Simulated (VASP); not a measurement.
Band structure of BaTiO$_{3}$ (space group P4mm). Method: LDA (Ceperley-Alder, Perdew-Zunger), VASP's LDA PAW potentials (set 64) (plane waves; VASP 6.6.1).

Unless said otherwise, spin-orbit coupling is left out, though it shifts the bands of the heavy elements here.

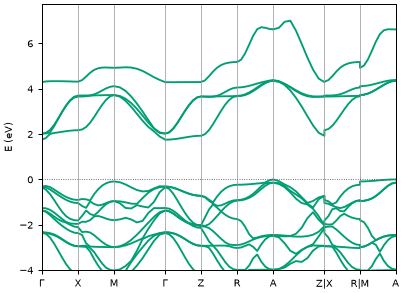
Figure. Bands along high-symmetry lines, zero at the valence-band maximum or, without a gap, the Fermi level

Problem. Read the plot: is there a gap, and where are the band edges?

Solution. The gap is indirect, 1.75 eV, from the valence maximum at A to the conduction minimum at Γ. (Edges off the drawn lines would not show.)

The structure comes from a computed database's BaTiO3 entry (P4mm); how it stands against other phases isn't given here. It was relaxed first, which changed the volume by -5 %.
